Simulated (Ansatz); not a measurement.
# Fields on a plane of CdSe (zinc blende)

```
CdSe
1.0
    0.00000     3.06683     3.06683
    3.06683     0.00000     3.06683
    3.06683     3.06683     0.00000
Se Cd
1 1
Direct
  0.25000   0.25000   0.25000
  0.00000   0.00000   0.00000
```

The slice is a {100} plane (indices of the conventional cell) through the point (0.000, 0.000, 0.000) (fractional), spanned by u = [100] and v = [0 1 -1] in vectors of this cell: u (4.34 Å) and v (4.34 Å, at 90° to u). It covers one period; positions are fractions (u, v).

Atoms on it: Cd at (0.00, 0.00).

The numbers are results of r2SCAN (plane waves to 500 eV, PAW, scalar-relativistic; Ansatz, an electronic-structure program), not measurements. k mesh 9×9×9. These are valence fields of a PAW run, semicore shells included where kept as valence: close to a nucleus they are smooth pseudo fields. CdSe was relaxed with its symmetry unable to fall.

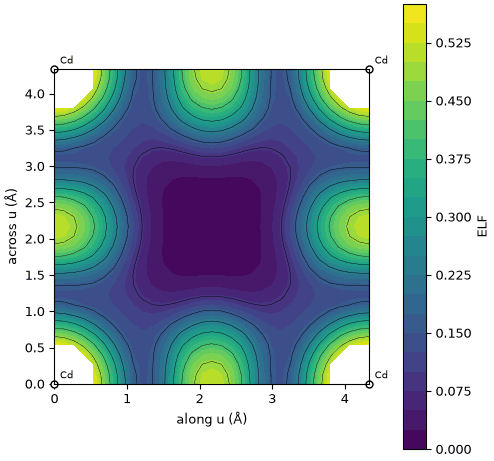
Figure: Electron localisation function (ELF), one period of the plane, atoms marked. Points within 0.5 Å of a nucleus are left white, as the pseudised field means little there.

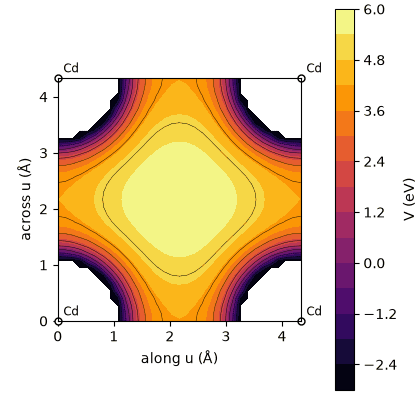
Figure. Electrostatic potential energy of an electron, from the cell's mean, in eV, one period of the plane, atoms marked. Points within 1 Å of a nucleus are left white, as the pseudised field means little there. Values under -3 eV are set to -3. The zero, the cell's mean, hangs on the PAW cores.
